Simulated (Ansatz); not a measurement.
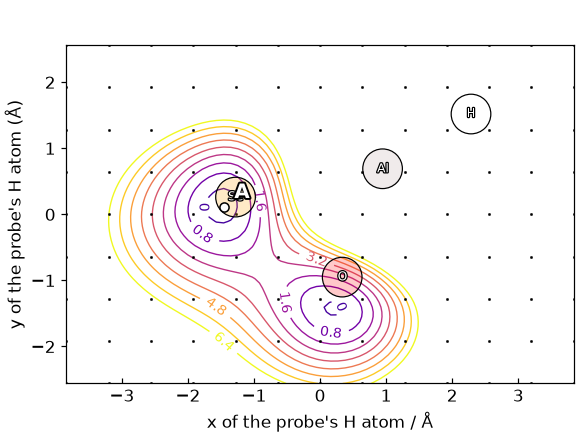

AlHOSe (SMILES [O]1[AlH][Se]1) with the probe H2O. The probe is moved over a plane parallel to the molecule's main plane, 2.50 Å above it. The first coordinate is: x of the probe's H atom; the second: y of the probe's H atom. Nothing is relaxed (molecule and probe rigid, the probe upright with H nearest the plane). Grid: 13 × 9 points. Points are written as (first, second). Energies: kJ/mol, counted from the lowest grid point. The calculation used RKS PBE-D4/def2-SVPD (Ansatz).

The picture shows contour lines labelled in kJ/mol (none above 6.4), dots at the grid points, labelled circles for the molecule's atoms, projected on the plane, the point A. Between grid points the surface is interpolated.

> What is the easiest way out of the well at A, and how high is the barrier?

The easiest path leads from the well at about (−1.46 Å, 0.11 Å) to the well at about (0.16 Å, −1.41 Å), about 0.22 kJ/mol higher. Its highest point lies about 2.5 kJ/mol above the bottom of the first well on the interpolated surface, at about (−0.81 Å, −0.82 Å). This is the barrier on the constrained surface; relaxing the other coordinates would change it.

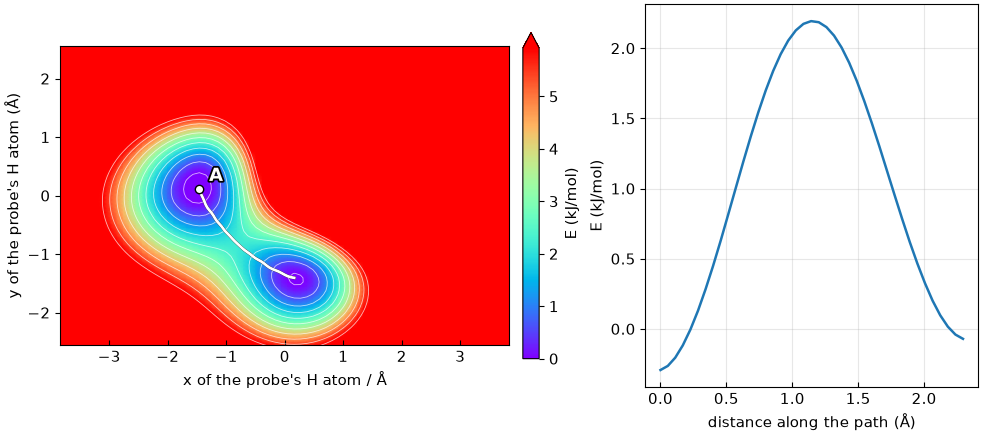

Drawn: a smooth colour map with a few white contour lines, a line along the lowest path, one colour for all values above the top of the scale, the energy along the path at the right. Between grid points the surface is interpolated.
